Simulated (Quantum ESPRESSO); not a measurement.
# 2H-MoTe2, layer by layer, part 5 of 8

Aim: screening, gap and ionisation potential of 2H-MoTe2 against the number of layers.

Quantum ESPRESSO 7.5; plane-wave DFT, PBE, GBRV ultrasoft pseudopotentials.

So far. Step 7 (Potential by pp.x, 1 layer): The slope in the vacuum is 0.100 eV/Å for an applied 0.10 V/Å, as it should be. Step 8 (Bands along a path, 1 layer: no field): Along this path the valence top lies at K and the conduction bottom at K.

## 10. Ground state, 1 layer: spin-orbit coupling

Spin-orbit coupling needs fully relativistic files and spinor wave functions.

Level of this step: plane-wave DFT, PBE, PseudoDojo fully relativistic norm-conserving pseudopotentials (Quantum ESPRESSO 7.5).

The input, n1.soc.in:

```
&control
  prefix = 'n1.soc'
  outdir = './out'
  pseudo_dir = './pseudo'
  calculation = 'scf'
  tprnfor = .true.
/
&system
  ibrav = 0
  nat = 3
  ntyp = 2
  ecutwfc = 72
  ecutrho = 288
  occupations = 'smearing'
  smearing = 'fd'
  degauss = 0.004
  noncolin = .true.
  lspinorb = .true.
  nbnd = 54
/
&electrons
  conv_thr = 1e-07
  mixing_beta = 0.4
  electron_maxstep = 120
  mixing_mode = 'local-TF'
/
ATOMIC_SPECIES
  Te  127.6000  Te.dojo-fr-pbe-0.4-standard.upf
  Mo  95.9500  Mo.dojo-fr-pbe-0.4-standard.upf
CELL_PARAMETERS angstrom
  3.52083076100000 0.00000000000000 0.00000000000000
  -1.76041538000000 3.04912888100000 0.00000000000000
  0.00000000000000 0.00000000000000 20.77410263100000
ATOMIC_POSITIONS crystal
  Te  0.333333333300 0.666666666700 0.412471503400
  Mo  0.000000000000 0.000000000000 0.500000000000
  Te  0.333333333300 0.666666666700 0.587528496600
K_POINTS automatic
  12 12 1 0 0 0
```

The run is started by

```bash
$ OMP_NUM_THREADS=1 mpirun -n 4 pw.x -nk 4 -in n1.soc.in > n1.soc.out
```

The log of the run:

```text
[banner, memory and clock lines left out]
Program PWSCF v.7.5 starts
[citation notice left out]

[...]
Message from routine setup:
[...]
bravais-lattice index     =            0
     lattice parameter (alat)  =       6.6534  a.u.
     unit-cell volume          =    1505.0115 (a.u.)^3
     number of atoms/cell      =            3
     number of atomic types    =            2
     number of electrons       =        46.00
     number of Kohn-Sham states=           54
     kinetic-energy cutoff     =      72.0000  Ry
     charge density cutoff     =     288.0000  Ry
     scf convergence threshold =      1.0E-07
     mixing beta               =       0.4000
     number of iterations used =            8  local-TF  mixing
     Exchange-correlation= PBE
                           (   1   4   3   4   0   0   0)
     Non magnetic calculation with spin-orbit

[...]
PseudoPot. # 1 for Te read from file:
     ./pseudo/Te.dojo-fr-pbe-0.4-standard.upf
     Pseudo is Norm-conserving + core correction, Zval = 16.0
     Generated using ONCVPSP code by D. R. Hamann
     Using radial grid of 1324 points, 10 beta functions with:
                l(1) =   0
                l(2) =   0
                l(3) =   1
                l(4) =   1
                l(5) =   1
                l(6) =   1
                l(7) =   2
                l(8) =   2
                l(9) =   2
               l(10) =   2

     PseudoPot. # 2 for Mo read from file:
     ./pseudo/Mo.dojo-fr-pbe-0.4-standard.upf
     Pseudo is Norm-conserving + core correction, Zval = 14.0
     Generated using ONCVPSP code by D. R. Hamann
     Using radial grid of 1640 points, 10 beta functions with:
                l(1) =   0
                l(2) =   0
                l(3) =   1
                l(4) =   1
                l(5) =   1
                l(6) =   1
                l(7) =   2
                l(8) =   2
                l(9) =   2
               l(10) =   2

     atomic species   valence    mass     pseudopotential
     Te               16.00   127.60000     Te( 1.00)
     Mo               14.00    95.95000     Mo( 1.00)

     12 Sym. Ops. (no inversion) found

[...]
number of k points=    19  Fermi-Dirac smearing, width (Ry)=  0.0040
[...]
Dense  grid:   124071 G-vectors     FFT dimensions: (  36,  36, 216)

     Initial potential from superposition of free atoms

     starting charge      45.9981, renormalised to      46.0000

     negative rho (up, down):  7.843E-05 0.000E+00
     Starting wfcs are   56 randomized atomic wfcs

     per-process dynamical memory:   286.9 Mb

     Self-consistent Calculation

     iteration #  1     ecut=    72.00 Ry     beta= 0.40
     Davidson diagonalization with overlap
     ethr =  1.00E-02,  avg # of iterations =  2.2

     Threshold (ethr) on eigenvalues was too large:
     Diagonalizing with lowered threshold

     Davidson diagonalization with overlap
     ethr =  2.92E-04,  avg # of iterations =  3.1

     negative rho (up, down):  4.067E-07 0.000E+00

     total energy              =    -559.85396977 Ry
     estimated scf accuracy    <       0.16705256 Ry

     iteration #  2     ecut=    72.00 Ry     beta= 0.40
[...]
total energy              =    -559.84333436 Ry
     estimated scf accuracy    <       0.06462572 Ry

     iteration #  3     ecut=    72.00 Ry     beta= 0.40
[...]
total energy              =    -559.83991494 Ry
     estimated scf accuracy    <       0.03078358 Ry

     iteration #  4     ecut=    72.00 Ry     beta= 0.40
[...]
negative rho (up, down):  1.791E-07 0.000E+00

[...]
total energy              =    -559.84088018 Ry
     estimated scf accuracy    <       0.00830495 Ry

     iteration #  5     ecut=    72.00 Ry     beta= 0.40
[...]
total energy              =    -559.84183901 Ry
     estimated scf accuracy    <       0.00166756 Ry

     iteration #  6     ecut=    72.00 Ry     beta= 0.40
[...]
total energy              =    -559.84156277 Ry
     estimated scf accuracy    <       0.00112693 Ry

[...]
iteration # 10     ecut=    72.00 Ry     beta= 0.40
[...]
negative rho (up, down):  1.489E-04 0.000E+00

[...]
total energy              =    -559.84175058 Ry
     estimated scf accuracy    <       0.00001246 Ry

     iteration # 11     ecut=    72.00 Ry     beta= 0.40
[...]
negative rho (up, down):  4.406E-05 0.000E+00

[...]
total energy              =    -559.84175604 Ry
     estimated scf accuracy    <       0.00000419 Ry

     iteration # 12     ecut=    72.00 Ry     beta= 0.40
[...]
negative rho (up, down):  1.484E-07 0.000E+00

[...]
total energy              =    -559.84175744 Ry
     estimated scf accuracy    <       0.00000050 Ry

     iteration # 13     ecut=    72.00 Ry     beta= 0.40
[...]
End of self-consistent calculation

          k = 0.0000 0.0000 0.0000 ( 15377 PWs)   bands (ev):

   -59.6191 -59.6191 -36.3408 -36.3408 -36.3373 -36.3373 -36.2911 -36.2911
   -36.2837 -36.2837 -35.4330 -35.4330 -34.8861 -34.8861 -34.8724 -34.8724
   -34.8475 -34.8475 -34.8359 -34.8359 -34.8179 -34.8179 -34.8047 -34.8047
   -32.9623 -32.9623 -32.8574 -32.8574 -11.6070 -11.6070 -10.6829 -10.6829
    -3.9806  -3.9806  -0.9722  -0.9722  -0.5453  -0.5453  -0.4736  -0.4736
     0.0186   0.0186   0.3301   0.3301   0.5534   0.5534   3.8295   3.8295
     4.1226   4.1226   4.4955   4.4955   4.7467   4.7467

          k = 0.0000 0.0962 0.0000 ( 15465 PWs)   bands (ev):

   -59.6185 -59.6185 -36.3403 -36.3403 -36.3371 -36.3371 -36.2906 -36.2906
   -36.2840 -36.2840 -35.4374 -35.4374 -34.8861 -34.8861 -34.8729 -34.8729
   -34.8464 -34.8464 -34.8350 -34.8350 -34.8174 -34.8174 -34.8031 -34.8031
   -32.9621 -32.9621 -32.8634 -32.8634 -11.5099 -11.5099 -10.6148 -10.6148
    -3.8747  -3.8747  -1.1070  -1.1070  -0.7272  -0.7272  -0.4643  -0.4643
    -0.0280  -0.0280   0.3124   0.3124   0.5515   0.5515   3.6277   3.6277
     3.7406   3.7406   4.3388   4.3388   4.3848   4.3848

[...]
the Fermi energy is     1.6440 ev

!    total energy              =    -559.84175764 Ry
     estimated scf accuracy    <       0.00000006 Ry
     smearing contrib. (-TS)   =      -0.00000030 Ry
     internal energy E=F+TS    =    -559.84175733 Ry

     The total energy is F=E-TS. E is the sum of the following terms:
     one-electron contribution =   -2634.73203716 Ry
     hartree contribution      =    1318.17010469 Ry
     xc contribution           =    -119.14847517 Ry
     ewald contribution        =     875.86865030 Ry

     convergence has been achieved in  13 iterations

     Forces acting on atoms (cartesian axes, Ry/au):

     atom    1 type  1   force =    -0.00000000   -0.00000000   -0.00476800
     atom    2 type  2   force =     0.00000000    0.00000000    0.00000000
     atom    3 type  1   force =     0.00000000    0.00000000    0.00476800

     Total force =     0.006743     Total SCF correction =     0.001295
     SCF correction compared to forces is large: reduce conv_thr to get better values

[...]
```

It took 3.6 min on 4 MPI ranks of Arm Neoverse V1, shared host; peak memory 1.9 GiB; 15 min of CPU time.

This step gave:

* free energy: -7617.0352 eV
* Fermi energy: 1.644 eV
* valence top, on the run's zero: 1.158 eV
* conduction bottom, on the run's zero: 2.177 eV
* gap by band count: 1.019 eV

## 11. Potential by pp.x, 1 layer

The input, n1.soc.pot.in:

```
&inputpp
  prefix = 'n1.soc'
  outdir = './out'
  filplot = 'n1.soc.pot.dat'
  plot_num = 11
/
```

The run is started by

```bash
$ OMP_NUM_THREADS=1 mpirun -n 4 pp.x -in n1.soc.pot.in > n1.soc.pot.out
```

The log of the run:

```text
[banner, memory and clock lines left out]
Program POST-PROC v.7.5 starts
[citation notice left out]

[...]
./out/n1.soc.save/

[...]
Calling punch_plot, plot_num =  11
     Writing data to file  n1.soc.pot.dat
     Message from routine chdens:
     namelist plot not found or invalid, exiting
```

Wall time 0.96 s (4 MPI ranks); peak memory 0.11 GiB.

Read from the output:

```
potential in the middle of the vacuum, over the valence top : 4.718 eV
```

Electrostatic potential energy of an electron; zero at the highest filled level of the SCF mesh. Potential energy, planar mean against z:

| z (Å) | potential energy, planar mean (eV) |
| --- | --- |
| 0 | 4.72 |
| 2 | 4.72 |
| 4 | 4.72 |
| 6 | 4.67 |
| 8 | -6.94 |
| 10 | -14.3 |
| 12 | -14.5 |
| 14 | 4.27 |
| 16 | 4.72 |
| 18 | 4.72 |
| 20 | 4.72 |

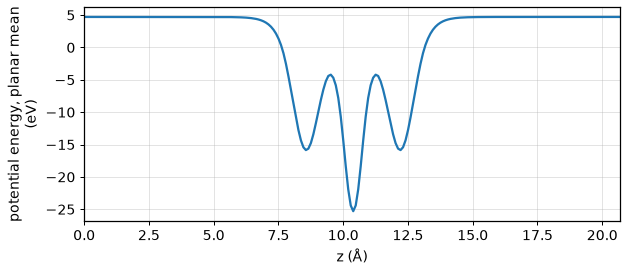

Potential energy, planar mean against z.

## 12. Bands along a path, 1 layer: spin-orbit coupling

The input, n1.soc.bands.in:

```
&control
  prefix = 'n1.soc.bands'
  outdir = './out'
  pseudo_dir = './pseudo'
  calculation = 'bands'
/
&system
  ibrav = 0
  nat = 3
  ntyp = 2
  ecutwfc = 72
  ecutrho = 288
  occupations = 'smearing'
  smearing = 'fd'
  degauss = 0.004
  noncolin = .true.
  lspinorb = .true.
  nbnd = 54
/
&electrons
  conv_thr = 1e-07
  mixing_beta = 0.4
  electron_maxstep = 120
  mixing_mode = 'local-TF'
/
ATOMIC_SPECIES
  Te  127.6000  Te.dojo-fr-pbe-0.4-standard.upf
  Mo  95.9500  Mo.dojo-fr-pbe-0.4-standard.upf
CELL_PARAMETERS angstrom
  3.52083076100000 0.00000000000000 0.00000000000000
  -1.76041538000000 3.04912888100000 0.00000000000000
  0.00000000000000 0.00000000000000 20.77410263100000
ATOMIC_POSITIONS crystal
  Te  0.333333333300 0.666666666700 0.412471503400
  Mo  0.000000000000 0.000000000000 0.500000000000
  Te  0.333333333300 0.666666666700 0.587528496600
K_POINTS crystal_b
4
  0.0000000000 0.0000000000 0.0000000000 12
  0.5000000000 0.0000000000 0.0000000000 12
  0.3333333333 0.3333333333 0.0000000000 12
  0.0000000000 0.0000000000 0.0000000000 1
```

The run is started by

```bash
$ cp -r out/n1.soc.save out/n1.soc.bands.save
$ cp out/n1.soc.xml out/n1.soc.bands.xml
$ OMP_NUM_THREADS=1 mpirun -n 4 pw.x -nk 4 -in n1.soc.bands.in > n1.soc.bands.out
```

The log of the run:

```text
[banner, memory and clock lines left out]
Program PWSCF v.7.5 starts
[citation notice left out]

[...]
Message from routine setup:
[...]
bravais-lattice index     =            0
     lattice parameter (alat)  =       6.6534  a.u.
     unit-cell volume          =    1505.0115 (a.u.)^3
     number of atoms/cell      =            3
     number of atomic types    =            2
     number of electrons       =        46.00
     number of Kohn-Sham states=           54
     kinetic-energy cutoff     =      72.0000  Ry
     charge density cutoff     =     288.0000  Ry
     Exchange-correlation= PBE
                           (   1   4   3   4   0   0   0)
     Non magnetic calculation with spin-orbit

[...]
PseudoPot. # 1 for Te read from file:
     ./pseudo/Te.dojo-fr-pbe-0.4-standard.upf
     Pseudo is Norm-conserving + core correction, Zval = 16.0
     Generated using ONCVPSP code by D. R. Hamann
     Using radial grid of 1324 points, 10 beta functions with:
                l(1) =   0
                l(2) =   0
                l(3) =   1
                l(4) =   1
                l(5) =   1
                l(6) =   1
                l(7) =   2
                l(8) =   2
                l(9) =   2
               l(10) =   2

     PseudoPot. # 2 for Mo read from file:
     ./pseudo/Mo.dojo-fr-pbe-0.4-standard.upf
     Pseudo is Norm-conserving + core correction, Zval = 14.0
     Generated using ONCVPSP code by D. R. Hamann
     Using radial grid of 1640 points, 10 beta functions with:
                l(1) =   0
                l(2) =   0
                l(3) =   1
                l(4) =   1
                l(5) =   1
                l(6) =   1
                l(7) =   2
                l(8) =   2
                l(9) =   2
               l(10) =   2

     atomic species   valence    mass     pseudopotential
     Te               16.00   127.60000     Te( 1.00)
     Mo               14.00    95.95000     Mo( 1.00)

     12 Sym. Ops. (no inversion) found

[...]
number of k points=    37  Fermi-Dirac smearing, width (Ry)=  0.0040
[...]
Dense  grid:   124071 G-vectors     FFT dimensions: (  36,  36, 216)

     The potential is recalculated from file :
     ./out/n1.soc.bands.save/charge-density

     Starting wfcs are   56 randomized atomic wfcs

     Band Structure Calculation
     Davidson diagonalization with overlap

     ethr =  2.17E-10,  avg # of iterations = 24.1

     End of band structure calculation

          k = 0.0000 0.0000 0.0000 ( 15377 PWs)   bands (ev):

   -59.6244 -59.6244 -36.3411 -36.3411 -36.3376 -36.3376 -36.2914 -36.2914
   -36.2840 -36.2840 -35.4379 -35.4379 -34.8865 -34.8865 -34.8729 -34.8729
   -34.8479 -34.8479 -34.8362 -34.8362 -34.8182 -34.8182 -34.8050 -34.8050
   -32.9675 -32.9675 -32.8625 -32.8625 -11.6088 -11.6088 -10.6844 -10.6844
    -3.9828  -3.9828  -0.9740  -0.9740  -0.5491  -0.5491  -0.4766  -0.4766
     0.0151   0.0151   0.3264   0.3264   0.5502   0.5502   3.8273   3.8273
     4.1204   4.1204   4.4935   4.4935   4.7447   4.7447

          k = 0.0417 0.0241 0.0000 ( 15415 PWs)   bands (ev):

   -59.6243 -59.6243 -36.3410 -36.3410 -36.3376 -36.3376 -36.2913 -36.2913
   -36.2841 -36.2841 -35.4390 -35.4390 -34.8865 -34.8865 -34.8730 -34.8730
   -34.8475 -34.8475 -34.8360 -34.8360 -34.8181 -34.8181 -34.8047 -34.8047
   -32.9674 -32.9674 -32.8640 -32.8640 -11.5844 -11.5844 -10.6672 -10.6672
    -3.9559  -3.9559  -1.0076  -1.0076  -0.5800  -0.5800  -0.4943  -0.4943
     0.0112   0.0112   0.3205   0.3205   0.5502   0.5502   3.7850   3.7850
     4.0209   4.0209   4.4383   4.4383   4.6112   4.6112

[...]
```

Run time: 2.9 min. Hardware: 4 MPI ranks; peak memory 1 GiB; 12 min of CPU time.

Read from the output:

| Quantity | Value |
| --- | --- |
| valence top, on the run's zero | 1.154 eV |
| conduction bottom, on the run's zero | 2.173 eV |

Band numbers count within the set of bands kept for display. Electronic bands along the path, in eV, zero at the highest filled level of the SCF mesh; v1 is the highest filled band, c1 the lowest empty one:

| point | v4 | v3 | v2 | v1 | c1 | c2 | c3 | c4 |
| --- | --- | --- | --- | --- | --- | --- | --- | --- |
| Γ | -0.83 | -0.83 | -0.61 | -0.61 | 2.67 | 2.67 | 2.96 | 2.96 |
| M | -0.88 | -0.88 | -0.34 | -0.34 | 1.34 | 1.34 | 1.65 | 1.65 |
| K | -1.91 | -1.88 | -0.22 | 0.00 | 1.01 | 1.05 | 1.67 | 1.74 |
| Γ | -0.83 | -0.83 | -0.61 | -0.61 | 2.67 | 2.67 | 2.96 | 2.96 |

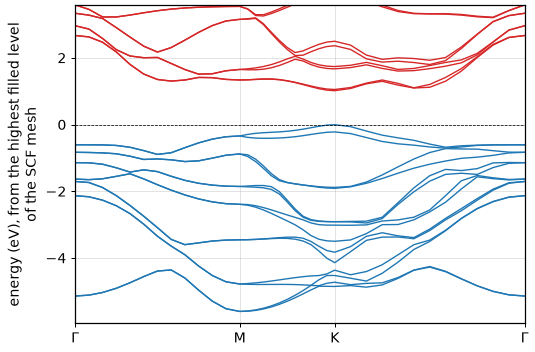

Electronic bands along the path; lines of filled and empty bands in two colours.

Along this path the valence top lies at K and the conduction bottom at K.

(Part 5 of 8 ends here.)

[Logs are printed without paths, hosts, clocks, repeated set-up lines and the standing remarks that a program may print on its own settings, such as how far it seeks lower states.]

[Hosts, paths, dates, database ids (printed as entryN), source tags and the programs' standing remarks are cut or masked in the printed files.]

[Maps of the electrostatic potential energy from Ansatz leave out the sawtooth potential of an applied field or a dipole correction, so their vacuum need not be flat; planar profiles and work functions include it.]
